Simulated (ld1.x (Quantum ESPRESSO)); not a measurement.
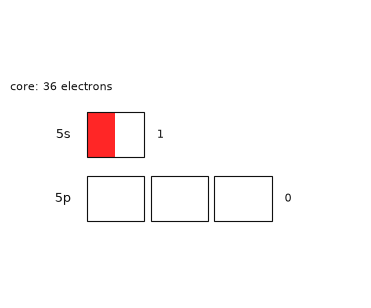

*The valence shells of the reference configuration: a box for each of the 2l + 1 orbitals, shaded by the share of the shell that is filled, with the electron count at the right.*

## Pseudopotential generation, with input and output: Rb

- system: rubidium (Rb, Z = 37), core [Kr], reference valence 5s1 5p0, valence charge 1.
- method: TM potential, PBEsol, fully relativistic, made with ld1.x (Quantum ESPRESSO) 7.5

The input:
```
 &input
   title='Rb', zed=37., rel=2, dft='PBESOL', iswitch=3,
   config='[Kr] 4d-2 5s1 5p0', rel_dist='average',
   nld=5, rlderiv=3.75, eminld=-2.0, emaxld=5.0, deld=0.02
 /
 &inputp
   pseudotype=2, tm=.true., lloc=0,
   nlcc=.true., rcore=2.45,
   file_pseudopw='Rb.UPF', file_wfcaegen='ae.wfc', file_wfcncgen='nc.wfc', file_beta='beta', file_chi='chi'
 /
3
5P  2  1   0.00   0.00  3.45  3.45  0.0
4D  3  2  -2.00   0.35  2.95  2.95  0.0
5S  1  0   1.00   0.00  3.40  3.40  0.0
 &test
   configts(1)='5s1 5p0'
 /
```

Input of the test run:
```
 &input
   title='Rb', zed=37., rel=2, dft='PBESOL', iswitch=2,
   config='[Kr] 4d-2 5s1 5p0', rel_dist='average'
 /
 &test
   file_pseudo='Rb.UPF', nconf=3,
   configts(1)='5s1 5p0',
   configts(2)='5s0.5 5p0',
   configts(3)='5s0 5p1'
 /
```

Launched with:
```bash
ld1.x < Rb.in > Rb.out
```

Output:
```
     Program LD1 v.7.5
     --------------------------- All-electron run ----------------------------

     Rb
     dirac relativistic calculation

     atomic number is 37.00
     dft =PBESOL   lsd =0 sic =0 latt =0  beta=0.20 tr2=1.0E-14
     Exchange-correlation= PBESOL
                           (   1   4  10   8   0   0   0)
     mesh =1219 r(mesh) = 100.89517 a.u. xmin = -7.00 dx = 0.01250
     1 Ry =  13.60569312 eV, c = 137.03599908

     n l j   nl                  e(Ry)          e(Ha)          e(eV)
     Spin orbit split results
     1 0 0.5 1S 1( 2.00)     -1103.7508      -551.8754    -15017.2951
     2 0 0.5 2S 1( 2.00)      -147.4259       -73.7129     -2005.8315
     2 1 0.5 2P 1( 2.00)      -133.7425       -66.8713     -1819.6599
     2 1 1.5 2P 1( 4.00)      -129.2800       -64.6400     -1758.9438
     3 0 0.5 3S 1( 2.00)       -21.8594       -10.9297      -297.4129
     3 1 0.5 3P 1( 2.00)       -16.9592        -8.4796      -230.7420
     3 1 1.5 3P 1( 4.00)       -16.2883        -8.1441      -221.6134
     4 0 0.5 4S 1( 2.00)        -2.3441        -1.1721       -31.8932
     4 1 0.5 4P 1( 2.00)        -1.2182        -0.6091       -16.5746
     4 1 1.5 4P 1( 4.00)        -1.1532        -0.5766       -15.6898
     3 2 1.5 3D 1( 4.00)        -7.7071        -3.8535      -104.8604
     3 2 2.5 3D 1( 6.00)        -7.5932        -3.7966      -103.3103
     5 0 0.5 5S 1( 1.00)        -0.1633        -0.0817        -2.2221
     5 1 0.5 5P 1( 0.00)        -0.0557        -0.0278        -0.7576
     5 1 1.5 5P 1( 0.00)        -0.0535        -0.0267        -0.7275
     Averaged results
     1 0     1S 1( 2.00)     -1103.7508      -551.8754    -15017.2951
     2 0     2S 1( 2.00)      -147.4259       -73.7129     -2005.8315
     2 1     2P 1( 6.00)      -130.7675       -65.3838     -1779.1825
     3 0     3S 1( 2.00)       -21.8594       -10.9297      -297.4129
     3 1     3P 1( 6.00)       -16.5119        -8.2560      -224.6563
     4 0     4S 1( 2.00)        -2.3441        -1.1721       -31.8932
     4 1     4P 1( 6.00)        -1.1749        -0.5874       -15.9847
     3 2     3D 1(10.00)        -7.6387        -3.8194      -103.9303
     5 0     5S 1( 1.00)        -0.1633        -0.0817        -2.2221
     5 1     5P 1( 0.00)        -0.0542        -0.0271        -0.7376

     final scf error:  8.8E-15 reached in  36 iterations

     Etot =   -5959.201043 Ry,   -2979.600522 Ha,  -81079.060650 eV

     Ekin =    6128.432098 Ry,    3064.216049 Ha,   83381.566454 eV
     Encl =  -14392.825926 Ry,   -7196.412963 Ha, -195824.372721 eV
     Eh   =    2503.029580 Ry,    1251.514790 Ha,   34055.452347 eV
     Exc  =    -197.836796 Ry,     -98.918398 Ha,   -2691.706730 eV

     normalization and overlap integrals

     s(1S/1S) =  1.000000  <r> =   0.0403  <r2> =    0.0022  r(max) =   0.0264
     s(2S/2S) =  1.000000  <r> =   0.1777  <r2> =    0.0373  r(max) =   0.1498
     s(2P/2P) =  1.000000  <r> =   0.1523  <r2> =    0.0285  r(max) =   0.1181
     s(2P/2P) =  1.000000  <r> =   0.1564  <r2> =    0.0299  r(max) =   0.1211
     s(3S/3S) =  1.000000  <r> =   0.5108  <r2> =    0.2999  r(max) =   0.4500
     s(3P/3P) =  1.000000  <r> =   0.5119  <r2> =    0.3066  r(max) =   0.4389
     s(3P/3P) =  1.000000  <r> =   0.5224  <r2> =    0.3191  r(max) =   0.4500
     s(4S/4S) =  1.000000  <r> =   1.4552  <r2> =    2.4171  r(max) =   1.2543
     s(4P/4P) =  1.000000  <r> =   1.6997  <r2> =    3.3571  r(max) =   1.4037
     s(4P/4P) =  1.000000  <r> =   1.7388  <r2> =    3.5153  r(max) =   1.4392
     s(3D/3D) =  1.000000  <r> =   0.5233  <r2> =    0.3357  r(max) =   0.3922
     s(3D/3D) =  1.000000  <r> =   0.5271  <r2> =    0.3405  r(max) =   0.3922
     s(5S/5S) =  1.000000  <r> =   5.2498  <r2> =   31.6651  r(max) =   4.4330
     s(5P/5P) =  1.000000  <r> =   7.4469  <r2> =   64.2158  r(max) =   6.0592
     s(5P/5P) =  1.000000  <r> =   7.5721  <r2> =   66.3657  r(max) =   6.2126

     ------------------------ End of All-electron run ------------------------

     --------------------- Generating NC pseudopotential ---------------------

      Generating local pot.: lloc=0, matching radius rcloc =   3.4000

      Computing core charge for nlcc:

       r > 2.46 : true rho core
       r < 2.46 : rho core = a sin(br)/r    a=   1.45  b=   1.08

      Integrated core pseudo-charge :   4.39

     Fully relativistic calculation: |psi|^2

     Wfc 5P LC norm =  0.99999446 SC norm =  0.00000515 missing  0.00000039

     Wfc 5P LC norm =  0.99999460 SC norm =  0.00000407 missing  0.00000133

      Wfc   5P  rcut= 3.452  Using Troullier-Martins method

      Wfc   5P  rcut= 3.452  Using Troullier-Martins method

      Wfc   4D  rcut= 2.972  Using Troullier-Martins method

      Wfc   4D  rcut= 2.972  Using Troullier-Martins method

     ------------------- End of pseudopotential generation -------------------

     --------------------------- All-electron run ----------------------------

     Rb
     dirac relativistic calculation

     atomic number is 37.00
     dft =PBESOL   lsd =0 sic =0 latt =0  beta=0.20 tr2=1.0E-14
     Exchange-correlation= PBESOL
                           (   1   4  10   8   0   0   0)
     mesh =1219 r(mesh) = 100.89517 a.u. xmin = -7.00 dx = 0.01250
     1 Ry =  13.60569312 eV, c = 137.03599908

     n l j   nl                  e(Ry)          e(Ha)          e(eV)
     Spin orbit split results
     1 0 0.5 1S 1( 2.00)     -1103.7508      -551.8754    -15017.2951
     2 0 0.5 2S 1( 2.00)      -147.4259       -73.7129     -2005.8315
     2 1 0.5 2P 1( 2.00)      -133.7425       -66.8713     -1819.6599
     2 1 1.5 2P 1( 4.00)      -129.2800       -64.6400     -1758.9438
     3 0 0.5 3S 1( 2.00)       -21.8594       -10.9297      -297.4129
     3 1 0.5 3P 1( 2.00)       -16.9592        -8.4796      -230.7420
     3 1 1.5 3P 1( 4.00)       -16.2883        -8.1441      -221.6134
     4 0 0.5 4S 1( 2.00)        -2.3441        -1.1721       -31.8932
     4 1 0.5 4P 1( 2.00)        -1.2182        -0.6091       -16.5746
     4 1 1.5 4P 1( 4.00)        -1.1532        -0.5766       -15.6898
     3 2 1.5 3D 1( 4.00)        -7.7071        -3.8535      -104.8604
     3 2 2.5 3D 1( 6.00)        -7.5932        -3.7966      -103.3103
     5 0 0.5 5S 1( 1.00)        -0.1633        -0.0817        -2.2221
     5 1 0.5 5P 1( 0.00)        -0.0557        -0.0278        -0.7576
     5 1 1.5 5P 1( 0.00)        -0.0535        -0.0267        -0.7275
     Averaged results
     1 0     1S 1( 2.00)     -1103.7508      -551.8754    -15017.2951
     2 0     2S 1( 2.00)      -147.4259       -73.7129     -2005.8315
     2 1     2P 1( 6.00)      -130.7675       -65.3838     -1779.1825
     3 0     3S 1( 2.00)       -21.8594       -10.9297      -297.4129
     3 1     3P 1( 6.00)       -16.5119        -8.2560      -224.6563
     4 0     4S 1( 2.00)        -2.3441        -1.1721       -31.8932
     4 1     4P 1( 6.00)        -1.1749        -0.5874       -15.9847
     3 2     3D 1(10.00)        -7.6387        -3.8194      -103.9303
     5 0     5S 1( 1.00)        -0.1633        -0.0817        -2.2221
     5 1     5P 1( 0.00)        -0.0542        -0.0271        -0.7376

     final scf error:  8.8E-15 reached in  36 iterations

     Etot =   -5959.201043 Ry,   -2979.600522 Ha,  -81079.060650 eV

     Ekin =    6128.432098 Ry,    3064.216049 Ha,   83381.566454 eV
     Encl =  -14392.825926 Ry,   -7196.412963 Ha, -195824.372721 eV
     Eh   =    2503.029580 Ry,    1251.514790 Ha,   34055.452347 eV
     Exc  =    -197.836796 Ry,     -98.918398 Ha,   -2691.706730 eV

     normalization and overlap integrals

     s(1S/1S) =  1.000000  <r> =   0.0403  <r2> =    0.0022  r(max) =   0.0264
     s(2S/2S) =  1.000000  <r> =   0.1777  <r2> =    0.0373  r(max) =   0.1498
     s(2P/2P) =  1.000000  <r> =   0.1523  <r2> =    0.0285  r(max) =   0.1181
     s(2P/2P) =  1.000000  <r> =   0.1564  <r2> =    0.0299  r(max) =   0.1211
     s(3S/3S) =  1.000000  <r> =   0.5108  <r2> =    0.2999  r(max) =   0.4500
     s(3P/3P) =  1.000000  <r> =   0.5119  <r2> =    0.3066  r(max) =   0.4389
     s(3P/3P) =  1.000000  <r> =   0.5224  <r2> =    0.3191  r(max) =   0.4500
     s(4S/4S) =  1.000000  <r> =   1.4552  <r2> =    2.4171  r(max) =   1.2543
     s(4P/4P) =  1.000000  <r> =   1.6997  <r2> =    3.3571  r(max) =   1.4037
     s(4P/4P) =  1.000000  <r> =   1.7388  <r2> =    3.5153  r(max) =   1.4392
     s(3D/3D) =  1.000000  <r> =   0.5233  <r2> =    0.3357  r(max) =   0.3922
     s(3D/3D) =  1.000000  <r> =   0.5271  <r2> =    0.3405  r(max) =   0.3922
     s(5S/5S) =  1.000000  <r> =   5.2498  <r2> =   31.6651  r(max) =   4.4330
     s(5P/5P) =  1.000000  <r> =   7.4469  <r2> =   64.2158  r(max) =   6.0592
     s(5P/5P) =  1.000000  <r> =   7.5721  <r2> =   66.3657  r(max) =   6.2126

     ------------------------ End of All-electron run ------------------------

     Computing logarithmic derivative in   3.74474
     Computing logarithmic derivative in   3.74474
     Computing the partial wave expansion
       no projector for channel:   0
     R is outside the sphere for l=    1 j= 0.50
     R is outside the sphere for l=    1 j= 1.50
     R is outside the sphere for l=    2 j= 1.50
     R is outside the sphere for l=    2 j= 2.50

     ---------------------- Testing the pseudopotential ----------------------

     Rb
     dirac relativistic calculation

     atomic number is 37.00   valence charge is  1.00
     dft =PBESOL   lsd =0 sic =0 latt =0  beta=0.20 tr2=1.0E-14
     mesh =1219 r(mesh) = 100.89517 xmin = -7.00 dx = 0.01250

     n l  j  nl             e AE (Ry)       e PS (Ry)    De AE-PS (Ry)
     1 0 0.5 5S   1( 1.00)       -0.16332       -0.16332        0.00000
     2 1 0.5 5P   1( 0.00)       -0.05568       -0.05568       -0.00000
     2 1 1.5 5P   1( 0.00)       -0.05347       -0.05347       -0.00000

     eps = 8.5E-15  iter = 11

     Etot =   -5959.201043 Ry,   -2979.600522 Ha,  -81079.060650 eV
     Etotps =    -3.063882 Ry,      -1.531941 Ha,     -41.686243 eV

     Ekin =       0.091582 Ry,       0.045791 Ha,       1.246038 eV
     Encl =      -0.343665 Ry,      -0.171832 Ha,      -4.675797 eV
     Ehrt =       0.171801 Ry,       0.085900 Ha,       2.337469 eV
     Ecxc =      -2.983601 Ry,      -1.491800 Ha,     -40.593953 eV
     (Ecc =      -2.763361 Ry,      -1.381681 Ha,     -37.597446 eV)

     ---------------------- End of pseudopotential test ----------------------
```

Output of the test run (extracts):
```
     ---------------------- Testing the pseudopotential ----------------------

     Rb
     dirac relativistic calculation

     atomic number is 37.00   valence charge is  1.00
     dft =PBESOL   lsd =0 sic =0 latt =0  beta=0.20 tr2=1.0E-14
     mesh =1219 r(mesh) = 100.89517 xmin = -7.00 dx = 0.01250

     n l  j  nl             e AE (Ry)       e PS (Ry)    De AE-PS (Ry)
     1 0 0.5 5S   1( 1.00)       -0.16332       -0.16332        0.00000
     2 1 0.5 5P   1( 0.00)       -0.05568       -0.05568       -0.00000
     2 1 1.5 5P   1( 0.00)       -0.05347       -0.05347       -0.00000

     eps = 7.9E-15  iter = 11

     Etot =   -5959.201043 Ry,   -2979.600522 Ha,  -81079.060650 eV
     Etotps =    -3.063882 Ry,      -1.531941 Ha,     -41.686243 eV

     Ekin =       0.091582 Ry,       0.045791 Ha,       1.246038 eV
     Encl =      -0.343665 Ry,      -0.171832 Ha,      -4.675797 eV
     Ehrt =       0.171801 Ry,       0.085900 Ha,       2.337469 eV
     Ecxc =      -2.983601 Ry,      -1.491800 Ha,     -40.593953 eV
     (Ecc =      -2.763361 Ry,      -1.381681 Ha,     -37.597446 eV)

     ---------------------- End of pseudopotential test ----------------------

     ---------------------- Testing the pseudopotential ----------------------

     Rb
     dirac relativistic calculation

     atomic number is 37.00   valence charge is  1.00
     dft =PBESOL   lsd =0 sic =0 latt =0  beta=0.20 tr2=1.0E-14
     mesh =1219 r(mesh) = 100.89517 xmin = -7.00 dx = 0.01250

     n l  j  nl             e AE (Ry)       e PS (Ry)    De AE-PS (Ry)
     1 0 0.5 5S   1( 0.50)       -0.29710       -0.29798        0.00088
     2 1 0.5 5P   1( 0.00)       -0.16314       -0.16340        0.00026
     2 1 1.5 5P   1( 0.00)       -0.15970       -0.15996        0.00026

     eps = 5.0E-15  iter =  9

     Etot =   -5959.086297 Ry,   -2979.543149 Ha,  -81077.499453 eV
     Etotps =    -2.948989 Ry,      -1.474494 Ha,     -40.123037 eV
     dEtot_ae =       0.114746 Ry
     dEtot_ps =       0.114894 Ry,   Delta E=      -0.000148 Ry

     Ekin =       0.055841 Ry,       0.027920 Ha,       0.759753 eV
     Encl =      -0.172733 Ry,      -0.086367 Ha,      -2.350156 eV
     Ehrt =       0.047037 Ry,       0.023518 Ha,       0.639970 eV
     Ecxc =      -2.879133 Ry,      -1.439567 Ha,     -39.172604 eV
     (Ecc =      -2.763361 Ry,      -1.381681 Ha,     -37.597446 eV)

     ---------------------- End of pseudopotential test ----------------------

     ---------------------- Testing the pseudopotential ----------------------

     Rb
     dirac relativistic calculation

     atomic number is 37.00   valence charge is  1.00
     dft =PBESOL   lsd =0 sic =0 latt =0  beta=0.20 tr2=1.0E-14
     mesh =1219 r(mesh) = 100.89517 xmin = -7.00 dx = 0.01250

     n l  j  nl             e AE (Ry)       e PS (Ry)    De AE-PS (Ry)
     1 0 0.5 5S   1( 0.00)       -0.20916       -0.21045        0.00128
     2 1 0.5 5P   1( 0.33)       -0.09898       -0.09909        0.00011
     2 1 1.5 5P   1( 0.67)       -0.09674       -0.09682        0.00008

     eps = 2.9E-16  iter =  9

     Etot =   -5959.091395 Ry,   -2979.545698 Ha,  -81077.568813 eV
     Etotps =    -2.953627 Ry,      -1.476814 Ha,     -40.186148 eV
     dEtot_ae =       0.109648 Ry
     dEtot_ps =       0.110255 Ry,   Delta E=      -0.000607 Ry

     Ekin =       0.131001 Ry,       0.065501 Ha,       1.782365 eV
     Encl =      -0.282369 Ry,      -0.141184 Ha,      -3.841825 eV
     Ehrt =       0.124191 Ry,       0.062096 Ha,       1.689706 eV
     Ecxc =      -2.907852 Ry,      -1.453926 Ha,     -39.563339 eV
     (Ecc =      -2.763361 Ry,      -1.381681 Ha,     -37.597446 eV)
     Epseu=      -0.018599 Ry,      -0.009300 Ha,      -0.253056 eV

     ---------------------- End of pseudopotential test ----------------------
```

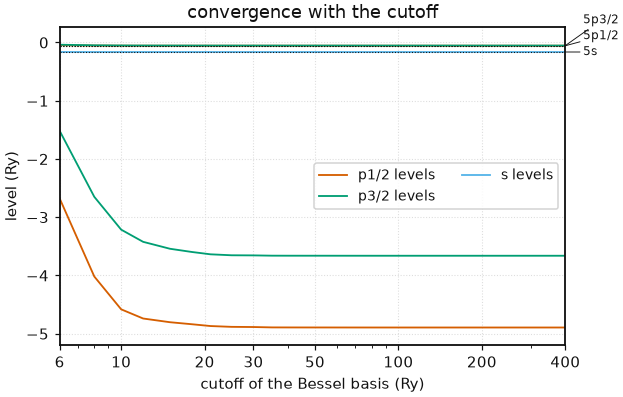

*The pseudo-atom Hamiltonian at the reference potential is diagonalised in spherical Bessel functions (20 bohr box) up to the cutoff. Curves: the lowest levels of each channel that holds a bound state. Dotted lines: the all-electron valence levels.*

- Ghost states: below the valence levels: p1/2 at -66.6 eV, p3/2 at -49.8 eV. A ghost is a state of the pseudo-atom that lies below a valence level of its channel, or is bound in a channel without one, and matches no all-electron valence level; bound levels above the valence ones can be real empty states. In Ry: p1/2 -4.89, p3/2 -3.66.
- All-electron valence levels: 5p1/2: -0.06 Ry; 5p3/2: -0.05 Ry; 5s: -0.16 Ry.
- Onset of the ghost: the lowest p1/2 curve lies clearly below the lowest valence level of its channel already at the lowest cutoff, 6 Ry, and ends at -4.89 Ry.

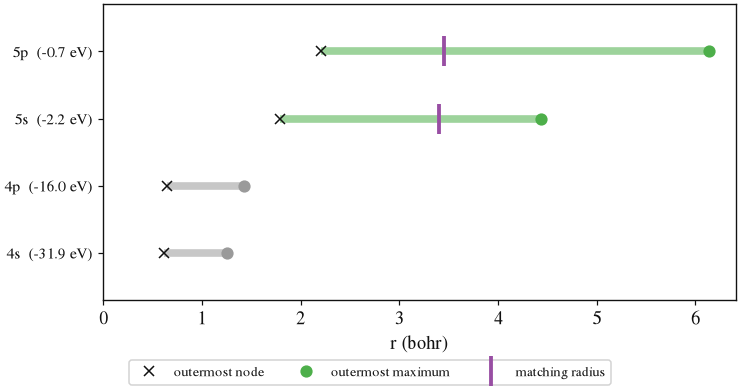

*Outer shells of the all-electron reference atom: each bar runs from the outermost node (or the nucleus) to the outermost maximum of u(r); the tick is the radius chosen for the pseudo-wave. Shells without a tick have no pseudo-wave of their own. Levels, nodes and maxima are from ld1.x, scalar-relativistic.*

- Radii against the shells: 5s: 3.40 bohr, between node and maximum; 5p: 3.45 bohr, between node and maximum.

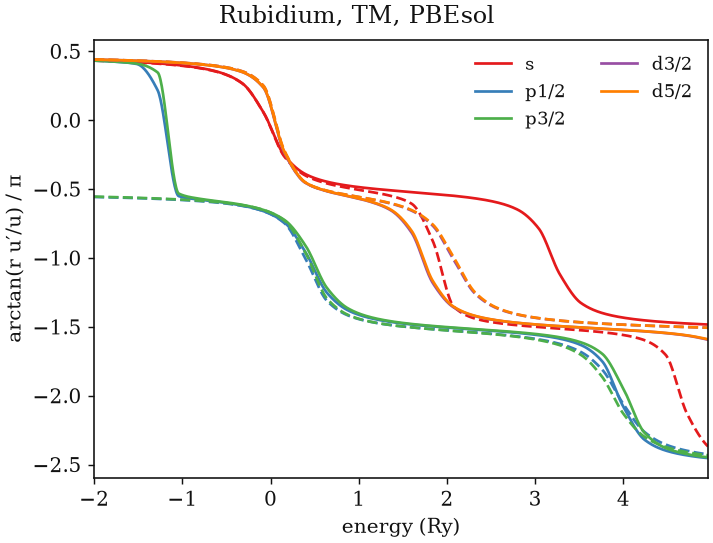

*Unwrapped phase arctan(r u′/u) in units of π against energy, all-electron (solid) and pseudo (dashed); the pseudo phase is matched to the all-electron one at the reference energy. Here u = r R(r). A near-vertical step is a level narrower than the spacing of the points behind the curves.*

- Range over which the phases agree within 0.05 rad: s: up to about 0.8 Ry; p1/2: between about -0.9 and 0.3 Ry; p3/2: between about -0.8 and 0.3 Ry; d3/2: between about 0.1 and 1.1 Ry; d5/2: between about 0.1 and 1.1 Ry.
- Ghost states: Going away from the reference energies, the phases part by more than π/2 in: s at about 1.9 Ry (above its reference energy, pseudo phase lower); p1/2 at about -1.2 Ry (below its reference energy, pseudo phase lower, at the 4p core level, which only the all-electron atom has); p3/2 at about -1.2 Ry (below its reference energy, pseudo phase lower, at the 4p core level, which only the all-electron atom has). Such a step is either a state that only one of the two atoms has or an ordinary level shifted in energy. The separate test gives: ghost states below the valence levels: p1/2 at -66.6 eV, p3/2 at -49.8 eV. The bound ghosts lie below the range of the plot.

Results in brief:

- outcome: generated, with a ghost state
- cutoffs needed: 6 Ry or less and 6 Ry or less (the cutoffs, on a coarse ladder, from which the occupation-weighted sum of valence levels, in a spherical-Bessel basis at the reference potential, stays within 10 and 1 mRy of its value at 400 Ry); ghost states and empty shells don't enter this sum
- ghost test: ghost states below the valence levels: p1/2 at -66.6 eV, p3/2 at -49.8 eV (spherical-Bessel basis up to 400 Ry, 20 bohr box)
- largest excitation error: -8.3 meV (all-electron minus pseudo) for 5s0 5p1, out of 2 test configurations
- range over which the phases arctan(r u′/u) at the test radius agree within 0.05 rad (a looser test near the poles than one of phase shifts): s: up to about 0.8 Ry; p1/2: between about -0.9 and 0.3 Ry; p3/2: between about -0.8 and 0.3 Ry; d3/2: between about 0.1 and 1.1 Ry; d5/2: between about 0.1 and 1.1 Ry
- hardware: 1 CPU thread, shared host
- wall time: 1.1 s

Notes:

The potential has a bound ghost state, so it can't be used as it stands.
